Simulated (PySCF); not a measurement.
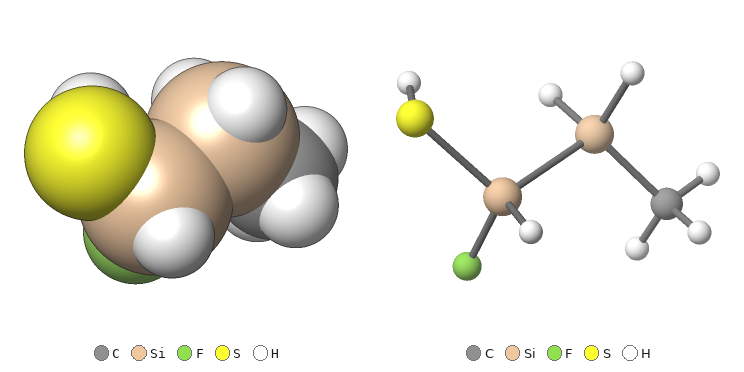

Two views of one molecule.

The computed structure is the end point of a PBE0-D3(BJ)/def2-SVP optimisation. No frequency run is at hand to confirm it as a minimum.

Describe the molecule.

Formula CH₇FSSi₂. Its SMILES string is `C[SiH2][Si@H](F)S`. It has no ring. Among its groups: Si–H bond. This geometry has C1 symmetry. Coordination: 1 C tetrahedral; 2 Si tetrahedral; 1 S bent.

The parts below concern this one geometry. Atoms keep their numbers from picture to picture.

## Geometry

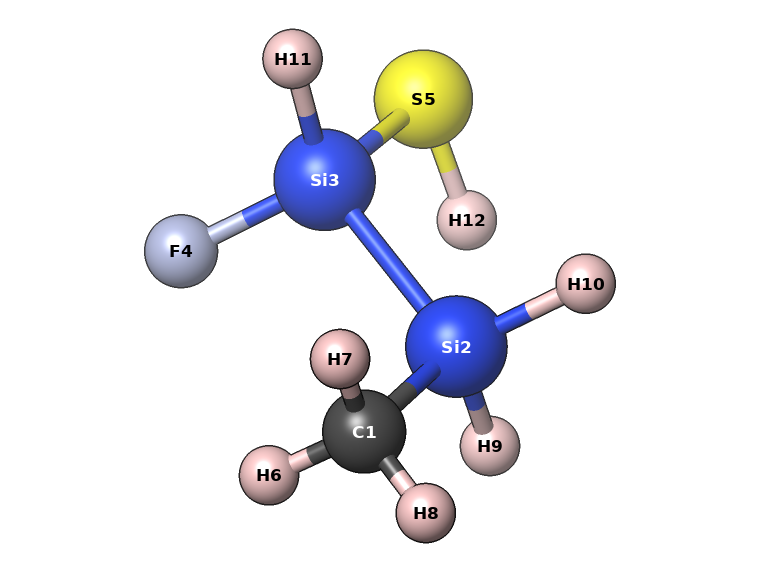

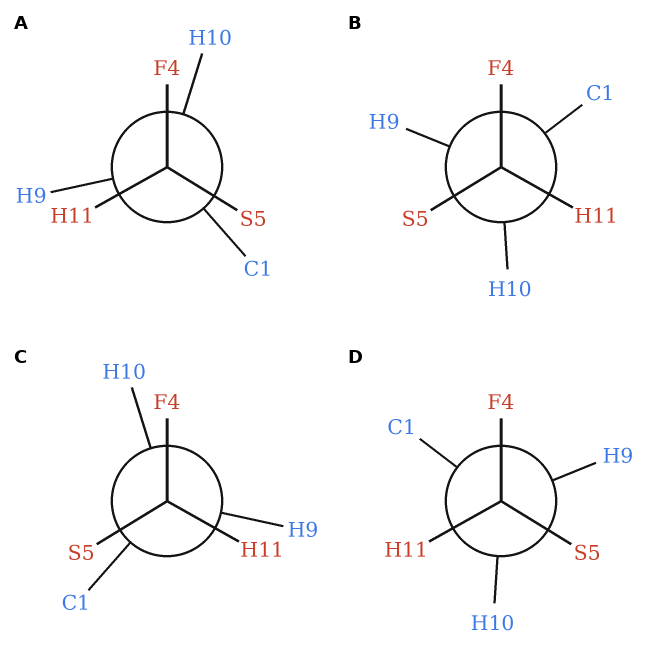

Distant atoms are faded towards the background colour. Bonds that would overlap in a projection are set slightly apart. No frequency run is at hand to confirm it as a minimum.

Which Newman projection shows the view along Si3–Si2, with Si3 in front?

Answer. D. The torsion angle S5–Si3–Si2–C1 is −174°, antiperiplanar (anti).

## Dipole moment

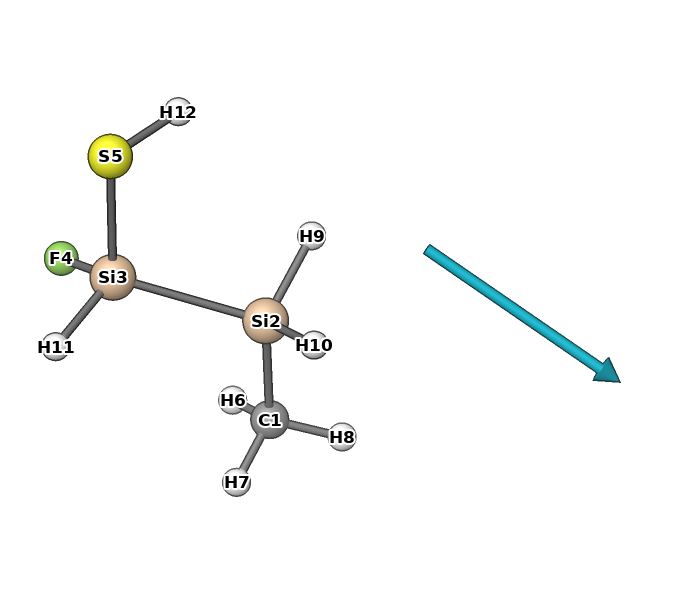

The arrow beside the molecule shows the direction of the dipole moment, from the negative to the positive end (its length means nothing). No frequency run is at hand to confirm it as a minimum. Method: PBE/pcSseg-2, gas phase (PySCF 2.14.0).

How large is the dipole moment?

Answer. 2.07 D; it points from the side of S5 to the side of H8 (the outermost atoms at the two ends).

## Levels of theory compared

No frequency run is at hand to confirm it as a minimum. Program: PySCF 2.14.0.

At this fixed geometry, give HOMO energy (eV), HOMO–LUMO gap (eV) at these levels: B3LYP/pcSseg-2; B97-D/pcSseg-2; BLYP/pcSseg-2; BP86/pcSseg-2; KT2/pcSseg-2; KT3/pcSseg-2; LDA/pcSseg-2; OPBE/pcSseg-2; PBE/pcSseg-2.

```csv
level,HOMO energy (eV),HOMO–LUMO gap (eV)
B3LYP/pcSseg-2,−7.49,6.88
B97-D/pcSseg-2,−6.51,5.46
BLYP/pcSseg-2,−6.39,5.32
BP86/pcSseg-2,−6.64,5.42
KT2/pcSseg-2,−6.63,5.31
KT3/pcSseg-2,−6.63,5.39
LDA/pcSseg-2,−6.67,5.25
OPBE/pcSseg-2,−6.55,5.49
PBE/pcSseg-2,−6.55,5.34
```

## NMR shielding

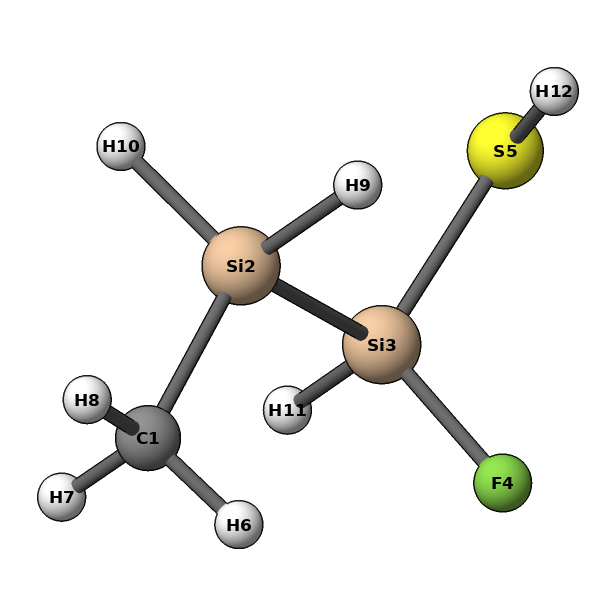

The questions are on isotropic NMR shieldings of the H atoms. No frequency run is at hand to confirm it as a minimum. Level of theory: GIAO B97-D/pcSseg-2 NMR shielding, non-relativistic, gas phase (PySCF 2.14.0).

List the isotropic NMR shieldings of the H atoms.

| atom | σ (ppm) |
| --- | --- |
| H6 | 31.02 |
| H7 | 31.18 |
| H8 | 30.96 |
| H9 | 27.57 |
| H10 | 27.56 |
| H11 | 25.61 |
| H12 | 30.16 |
